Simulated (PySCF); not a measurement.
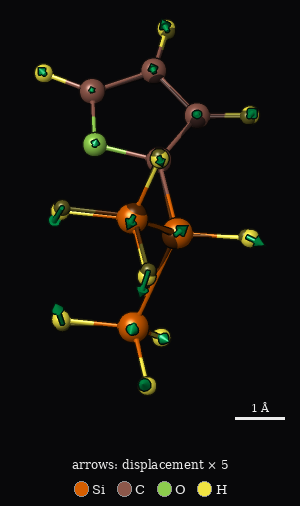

A relaxation of C$_{4}$H$_{10}$OSi$_{3}$. The starting structure is drawn faded, the final one solid; green arrows show the displacements, magnified 5 times. The two geometries are superimposed by the best rigid fit.

Style: ball-and-stick. Shown from a free direction.

The start comes from GFN2-xTB. Its atoms were then displaced at random by about 0.01 Å.

Level of theory: PBE0-D3(BJ)/def2-SVP geometry optimisation, gas phase (PySCF). 

> Which element moves most?

Hydrogen: up to 0.17 Å, against 0.09 Å for silicon.

> What happened in the run?

Over 7 geometry steps the energy falls by 23.8 kJ/mol. The atom that moves furthest after the best rigid fit is an H atom (0.17 Å). By element the largest moves are H 0.17 Å, Si 0.09 Å, C 0.05 Å, O 0.04 Å. Some distances before and after: Si–Si 2.300 → 2.347 Å, C–Si 1.916 → 1.871 Å, C–H 1.047 → 1.088 Å, H–Si 1.461 → 1.495 Å. Bond angles that change, for instance: Si–Si–Si 116.9° → 109.9°, Si–Si–H 116.3° → 110.8°, C–Si–H 101.5° → 106.9°. The run took 3.6 min on 1 thread of Arm Neoverse N1, on a shared host.
